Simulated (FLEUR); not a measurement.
**Magnetic state of Fe2 W5 Fe2 001 from several starts**

Aim: find out whether Fe2 W5 Fe2 001 carries moments, and which collinear order costs least.

Method: PBE; all-electron FLAPW film, Dirac cores, scalar-relativistic bands, in FLEUR MaX-R8.1.

### 1. The structure

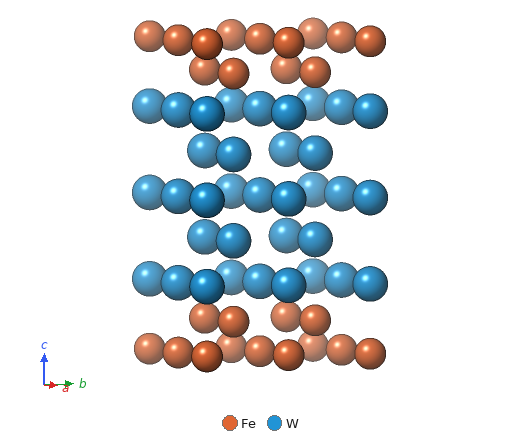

The starting structure, seen from the side, with the c axis up (iron orange, tungsten blue). 2×2×1 cells are drawn. Some periodic images of atoms are drawn too.

The cell holds 9 atoms: 4 Fe and 5 W. Cell: a = 3.165 Å, b = 3.165 Å, c = 23.445 Å, α = 90.0°, β = 90.0°, γ = 90.0°. Ideal sites on the substrate's mesh, layer spacings from atomic volumes, unrelaxed. Vacuum lies along c.

As a file:

```xyz
9
Lattice="3.1650 0.0000 0.0000 0.0000 3.1650 0.0000 0.0000 0.0000 23.4453" Properties=species:S:1:pos:R:3
Fe    0.0000    0.0000    6.0000
Fe    1.5825    1.5825    7.1780
W     0.0000    0.0000    8.5581
W     1.5825    1.5825   10.1404
W     0.0000    0.0000   11.7226
W     1.5825    1.5825   13.3049
W     0.0000    0.0000   14.8872
Fe    1.5825    1.5825   16.2673
Fe    0.0000    0.0000   17.4453
```

It is built of layers of Fe (space group 229) and W (space group 229).

### 2. Run 1 (ferro ++++)

The parallel start is the test of whether parallel moments hold.

inpgen writes inp.xml from crystal.txt; cutoffs, mixing, functional, smearing and local orbitals are then set in the file. The k list default-1 (kpts.xml, not shown) is a Γ-centred 20×20×1 mesh; where the ranks do not divide the number of points, some are split in two of half the weight.

The input, inp.xml:

```
<?xml version="1.0" encoding="UTF-8" standalone="no"?>
<fleurInput fleurInputVersion="0.39">
   <comment>
      Fe4W5
   </comment>
   <calculationSetup>
      <cutoffs Kmax="3.61" Gmax="10.8" GmaxXC="10.8" numbands="0"/>
      <scfLoop itmax="150" minDistance="0.00002" maxIterBroyd="15" imix="Anderson" alpha="0.03" precondParam="0.0" spinf="2.0" sdNocoIR="T"/>
      <coreElectrons ctail="T" frcor="F" kcrel="0" coretail_lmax="0"/>
      <xcFunctional name="pbe" relativisticCorrections="F"/>
      <magnetism jspins="2"/>
      <soc l_soc="F" theta="0.0" phi="0.0" spav="F"/>
      <expertModes spex="0" secvar="F"/>
      <geometryOptimization l_f="F" forcealpha="1.0" forcemix="BFGS" epsdisp="0.00001" epsforce="0.00001"/>
      <ldaU l_linMix="F" mixParam="0.05" spinf="1.0"/>
   </calculationSetup>
   <cell>
      <bzIntegration valenceElectrons="134.0" mode="hist" fermiSmearingEnergy="0.00183747">
         <kPointListSelection listName="default-1"/>
         <xi:include xmlns:xi="http://www.w3.org/2001/XInclude" href="kpts.xml"> </xi:include>
      </bzIntegration>
      <xi:include xmlns:xi="http://www.w3.org/2001/XInclude" href="sym.xml"> </xi:include>
      <filmLattice scale="1.0" dVac="26.97" dTilda="29.47">
         <bravaisMatrixFilm>
            <row-1>    5.9809831843589993     0.0000000000000000</row-1>
            <row-2>    0.0000000000000000     5.9809831843589993</row-2>
         </bravaisMatrixFilm>
         <vacuumEnergyParameters vacuum="1" spinUp="-.25" spinDown="-.25"/>
      </filmLattice>
   </cell>
   <atomSpecies>
      <species name="Iron (Fe) 2.600" element="Fe" atomicNumber="26">
         <mtSphere radius="2.27" gridPoints="751" logIncrement="0.016"/>
         <atomicCutoffs lmax="8" lnonsphr="6"/>
         <electronConfig flipSpins="F">
            <coreConfig>(1s1/2) (2s1/2) (2p1/2) (2p3/2)</coreConfig>
            <valenceConfig>(3s1/2) (3p1/2) (3p3/2) (4s1/2) (3d3/2) (3d5/2)</valenceConfig>
            <stateOccupation state="(3d3/2)" spinUp="1.3" spinDown="1.1"/>
            <stateOccupation state="(3d5/2)" spinUp="3.0" spinDown="0.6"/>
         </electronConfig>
         <energyParameters s="4" p="4" d="3" f="4"/>
         <lo type="SCLO" l="0" n="3" eDeriv="0"/>
         <lo type="SCLO" l="1" n="3" eDeriv="0"/>
      </species>
      <species name="Tungsten (W)" element="W" atomicNumber="74">
         <mtSphere radius="2.32" gridPoints="767" logIncrement="0.017"/>
         <atomicCutoffs lmax="8" lnonsphr="6"/>
         <electronConfig flipSpins="F">
            <coreConfig>(1s1/2) (2s1/2) (2p1/2) (2p3/2) (3s1/2) (3p1/2) (3p3/2) (4s1/2) (3d3/2) (3d5/2) (4p1/2) (4p3/2) (4d3/2) (4d5/2) (4f5/2) (4f7/2)</coreConfig>
            <valenceConfig>(5s1/2) (5p1/2) (5p3/2) (6s1/2) (5d3/2) (5d5/2)</valenceConfig>
            <stateOccupation state="(5d3/2)" spinUp="0.800000" spinDown="0.800000"/>
            <stateOccupation state="(5d5/2)" spinUp="1.200000" spinDown="1.200000"/>
         </electronConfig>
         <energyParameters s="6" p="6" d="5" f="5"/>
         <lo type="SCLO" l="0" n="5" eDeriv="0"/>
         <lo type="SCLO" l="1" n="5" eDeriv="0"/>
      </species>
   </atomSpecies>
   <atomGroups>
      <atomGroup species="Iron (Fe) 2.600">
         <filmPos label="                   1">.0000000000 .0000000000 -10.8142268248</filmPos>
         <filmPos label="                   9">.0000000000 .0000000000 10.8142268248</filmPos>
         <force calculate="T" relaxXYZ="TTT"/>
      </atomGroup>
      <atomGroup species="Iron (Fe) 2.600">
         <filmPos label="                   2">1.000/2.000 1.000/2.000 -8.5882022909</filmPos>
         <filmPos label="                   8">1.000/2.000 1.000/2.000 8.5882022909</filmPos>
         <force calculate="T" relaxXYZ="TTT"/>
      </atomGroup>
      <atomGroup species="Tungsten (W)">
         <filmPos label="                   3">.0000000000 .0000000000 -5.9801342971</filmPos>
         <filmPos label="                   7">.0000000000 .0000000000 5.9801342971</filmPos>
         <force calculate="T" relaxXYZ="TTT"/>
      </atomGroup>
      <atomGroup species="Tungsten (W)">
         <filmPos label="                   4">1.000/2.000 1.000/2.000 -2.9900671486</filmPos>
         <filmPos label="                   6">1.000/2.000 1.000/2.000 2.9900671486</filmPos>
         <force calculate="T" relaxXYZ="TTT"/>
      </atomGroup>
      <atomGroup species="Tungsten (W)">
         <filmPos label="                   5">.0000000000 .0000000000 .0000000000</filmPos>
         <force calculate="T" relaxXYZ="TTT"/>
      </atomGroup>
   </atomGroups>
   <output dos="F" band="F" slice="F">
      <bandDOS minEnergy="-.5*Htr" maxEnergy="0.5*Htr" sigma="0.015" storeEVData="T"/>
      <plotting iplot="0" polar="F">
         <plot TwoD="T" vec1="  1.0  0.0  0.0" vec2="  0.0  1.0  0.0" vec3="  0.0  0.0  1.0" zero="  0.0  0.0 -0.5" file="plot"/>
      </plotting>
      <moessbauerParams electricFieldGradient="F" isomerShift="F" coreHyperfine="F" valenceHyperfine="F"/>
   </output>
</fleurInput>
```

The input, crystal.txt:

```
Fe4W5
&input film=T cartesian=F /
3.16500000000  0.00000000000  0.00000000000
0.00000000000  3.16500000000  0.00000000000
0.00000000000  0.00000000000  1.00000000000
1.8897261246
1.0 1.0 1.0

9
26 0.00000000000  0.00000000000  -10.81422682481 : 2.600
26 0.50000000000  0.50000000000  -8.58820229090 : 2.600
74 0.00000000000  0.00000000000  -5.98013429709
74 0.50000000000  0.50000000000  -2.99006714855
74 0.00000000000  0.00000000000  0.00000000000
74 0.50000000000  0.50000000000  2.99006714855
74 0.00000000000  0.00000000000  5.98013429709
26 0.50000000000  0.50000000000  8.58820229090 : 2.600
26 0.00000000000  0.00000000000  10.81422682481 : 2.600

&kpt div1=20 div2=20 div3=1 gamma=T /
```

Run with:

```
$ OMP_NUM_THREADS=1 inpgen -f crystal.txt > inpgen.log  # inp.xml is then edited as shown
$ OMP_NUM_THREADS=1 mpirun -n 4 fleur_MPI > fleur.log
```

What it wrote:

```text
Welcome to FLEUR        (www.flapw.de)
      MaX-Release 8.1          (www.max-centre.eu)

 ========== k-point set info ==========
 Selected k-point list: default-1
 k-point list type: mesh
 0 x 0 x 0
 Number of k points: 68

 ------------Calculation Setup---------------------------
 Number of MPI-tasks      :            4
 Number of PE/node        :            4
 Number of OMP-threads    :            1
 k-points in parallel     :            4
 pe's per k-point         :            1
 No of k-point loops      :           17
 Eigenvalue solver        :       lapack
 Number of basis functions:          913
 Approximate size of matrices (H+S) per k-point:         0.012 GB
 --------------------------------------------------------
 Iteration:     1   Distance:      23.73143038 me/bohr^3
 Iteration:     2   Distance:      15.66455675 me/bohr^3
 Iteration:     3   Distance:      12.57302195 me/bohr^3
 Iteration:     4   Distance:      12.83729630 me/bohr^3
 Iteration:     5   Distance:       7.80829446 me/bohr^3
 Iteration:     6   Distance:       9.51240317 me/bohr^3
 Iteration:     7   Distance:       8.48970984 me/bohr^3
 Iteration:     8   Distance:       3.79999167 me/bohr^3
 Iteration:     9   Distance:       3.45484850 me/bohr^3
 Iteration:    10   Distance:       2.91792364 me/bohr^3
[... 32 iterations left out ...]
 Iteration:    43   Distance:       0.00013052 me/bohr^3
 Iteration:    44   Distance:       0.00014703 me/bohr^3
 Iteration:    45   Distance:       0.00013935 me/bohr^3
 Iteration:    46   Distance:       0.00014649 me/bohr^3
 Iteration:    47   Distance:       0.00011916 me/bohr^3
 Iteration:    48   Distance:       0.00006301 me/bohr^3
 Iteration:    49   Distance:       0.00004042 me/bohr^3
 Iteration:    50   Distance:       0.00002507 me/bohr^3
 Iteration:    51   Distance:       0.00002161 me/bohr^3
 Iteration:    52   Distance:       0.00001462 me/bohr^3

 ********************************************************************
 Run finished successfully
 Stop message:
   all done
 ********************************************************************

--- out.xml (last complete iteration) ---
<iteration numberForCurrentRun="   52" overallNumber="   52">
         [... left out ...]
         <bandgap value="0.0007679159" units="eV"/>
         <sumValenceSingleParticleEnergies value="-166.3329241317" units="Htr"/>
         <FermiEnergy value="-0.1381896495" units="Htr"/>
         <valenceDensity>
            <mtCharges spin="1">
               <mtCharge atomType="1" total="8.7117018" s="1.1892021" p="3.0915620" d="4.4228100" f="0.0062428"/>
               <mtCharge atomType="2" total="8.3778630" s="1.1933921" p="3.1660875" d="4.0053363" f="0.0102247"/>
               <mtCharge atomType="3" total="5.5675491" s="1.1478442" p="3.0556331" d="1.3427490" f="0.0178621"/>
               <mtCharge atomType="4" total="5.7193333" s="1.1521471" p="3.0628542" d="1.4852680" f="0.0162579"/>
               <mtCharge atomType="5" total="5.6802202" s="1.1510741" p="3.0669277" d="1.4418918" f="0.0174354"/>
            </mtCharges>
            <mtCharges spin="2">
               <mtCharge atomType="1" total="5.8848990" s="1.1714357" p="3.1025089" d="1.6035555" f="0.0059659"/>
               <mtCharge atomType="2" total="6.4550964" s="1.1835329" p="3.1772524" d="2.0823076" f="0.0097015"/>
               <mtCharge atomType="3" total="5.7708970" s="1.1560083" p="3.0679407" d="1.5271307" f="0.0170623"/>
               <mtCharge atomType="4" total="5.6863452" s="1.1517862" p="3.0677919" d="1.4469871" f="0.0168864"/>
               <mtCharge atomType="5" total="5.7062197" s="1.1528426" p="3.0678041" d="1.4655325" f="0.0171972"/>
            </mtCharges>
            <spinDependentCharge spin="1" total="71.4887392" interstitial="8.9354271" mtSpheres="62.4331145" vacuum1="0.0600988"/>
            <spinDependentCharge spin="2" total="62.5112611" interstitial="9.1106111" mtSpheres="53.3006948" vacuum1="0.0499776"/>
            <totalCharge value="134.0000002352"/>
         </valenceDensity>
         [... left out ...]
         <allElectronCharges>
            <spinDependentCharge spin="1" total="241.4887391" interstitial="8.9663847" mtSpheres="232.4021569" vacuum1="0.0600988"/>
            <spinDependentCharge spin="2" total="232.5112610" interstitial="9.1417732" mtSpheres="223.2695326" vacuum1="0.0499776"/>
            <totalCharge value="474.0000000739"/>
         </allElectronCharges>
         <magneticMomentsInMTSpheres units="muBohr">
            <globalMagMoment atomType="1" vec="0.00000   0.00000   2.82680"/>
            <localMagMoment atomType="1" vec="0.00000   0.00000   2.82680"/>
            <globalMagMoment atomType="2" vec="0.00000   0.00000   1.92276"/>
            <localMagMoment atomType="2" vec="0.00000   0.00000   1.92276"/>
            <globalMagMoment atomType="3" vec="0.00000   0.00000  -0.20324"/>
            <localMagMoment atomType="3" vec="0.00000   0.00000  -0.20324"/>
            <globalMagMoment atomType="4" vec="0.00000   0.00000   0.03298"/>
            <localMagMoment atomType="4" vec="0.00000   0.00000   0.03298"/>
            <globalMagMoment atomType="5" vec="0.00000   0.00000  -0.02599"/>
            <localMagMoment atomType="5" vec="0.00000   0.00000  -0.02599"/>
         </magneticMomentsInMTSpheres>
         <moessbauerParams unitsHFF="kG" unitsIS="e/bohr^3" unitsEFG="Htr/bohr^2">
         </moessbauerParams>
         <totalEnergy value="   -85921.7794814430" units="Htr">
            <sumOfEigenvalues value="   -52678.9715155439">
               <coreElectrons value="-52512.6385914122"/>
               <valenceElectrons value="-166.3329241317"/>
            </sumOfEigenvalues>
            <densityCoulombPotentialIntegral value="-146503.4920121314"/>
            <densityEffectivePotentialIntegral value="-148922.5698631032"/>
            <chargeDenXCDenIntegral value="-1850.7042191825"/>
            <FockExchangeEnergyValence value="0.0000000000"/>
            <FockExchangeEnergyCore value="0.0000000000"/>
            <atomTypeDependentContributions atomType="1">
               <electronNucleiInteractionDifferentMTs value="3036.6841794805"/>
               <MadelungTerm value="-11.3916860437"/>
            </atomTypeDependentContributions>
            <atomTypeDependentContributions atomType="2">
               <electronNucleiInteractionDifferentMTs value="3039.3790509045"/>
               <MadelungTerm value="-8.8025045255"/>
            </atomTypeDependentContributions>
            <atomTypeDependentContributions atomType="3">
               <electronNucleiInteractionDifferentMTs value="40323.7334195217"/>
               <MadelungTerm value="-62.5600060099"/>
            </atomTypeDependentContributions>
            <atomTypeDependentContributions atomType="4">
               <electronNucleiInteractionDifferentMTs value="40326.5506259612"/>
               <MadelungTerm value="-60.4971696373"/>
            </atomTypeDependentContributions>
            <atomTypeDependentContributions atomType="5">
               <electronNucleiInteractionDifferentMTs value="20162.8596205670"/>
               <MadelungTerm value="-30.4693411028"/>
            </atomTypeDependentContributions>
            <tkbTimesEntropy value="0.0027509329"/>
            <freeEnergy value="-85921.7822323758"/>
            <extrapolationTo0K value="-85921.7808569094"/>
         </totalEnergy>
         <densityConvergence units="me/bohr^3">
            <chargeDensity spin="1" distance="0.0000099934"/>
            <chargeDensity spin="2" distance="0.0000081669"/>
            <overallChargeDensity distance="0.0000146240"/>
            <spinDensity distance="0.0000109211"/>
         </densityConvergence>
      </iteration>
```

Wall time 12 min (4 MPI ranks of Arm Neoverse V2, shared host); peak memory 0.53 GiB.

Spin moment in the muffin-tin sphere by atom:

```
atom  spin moment in the muffin-tin sphere (μB)
 Fe1                                       2.83
 Fe2                                       1.92
  W3                                      -0.20
  W4                                       0.03
  W5                                      -0.03
  W6                                       0.03
  W7                                      -0.20
 Fe8                                       1.92
 Fe9                                       2.83
```

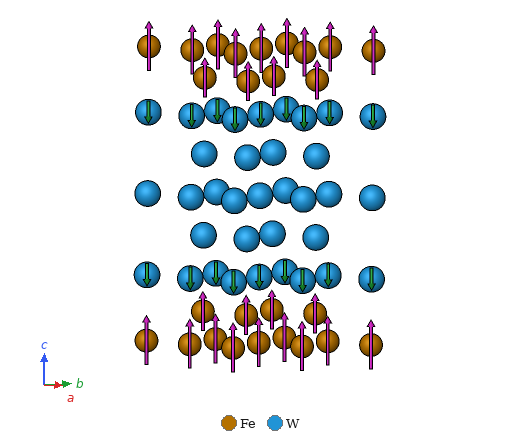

Spin moment in the muffin-tin sphere as arrows, the longest 2.83 μB. Up and down stand for the sign. Arrows give size and sign along the axis of quantisation, drawn up and down the page. Each arrow also spans its atom, so small moments look longer than they are. The two directions have two colours. 2×2×1 cells are drawn. Some periodic images of atoms are drawn too.

Read from the output:

```yaml
free_energy: -2338050.8033 eV
program_s_band_gap_on_this_mesh_in_a_metal_only_a_level_spacing: 7.68e-4 eV
net_moment: 8.977 μB
final_state: ferromagnetic, with opposed induced moments
```

After 52 cycles the largest moment stands at 2.83 μB.

[end of part 1 of 2]

[Logs and program files are shortened in this print: banners, set-up blocks, solver, clock and traceback lines can be left out without a mark of their own.]

[Logs are printed without paths, hosts, clocks, repeated set-up lines and the standing remarks that a program may print on its own settings, such as how far it seeks lower states.]

[Hosts, paths, dates, database ids (printed as entryN), source tags and the programs' standing remarks are cut or masked in the printed files.]

[Where a cell is said to come from a database of computed structures, the database is the Materials Project.]
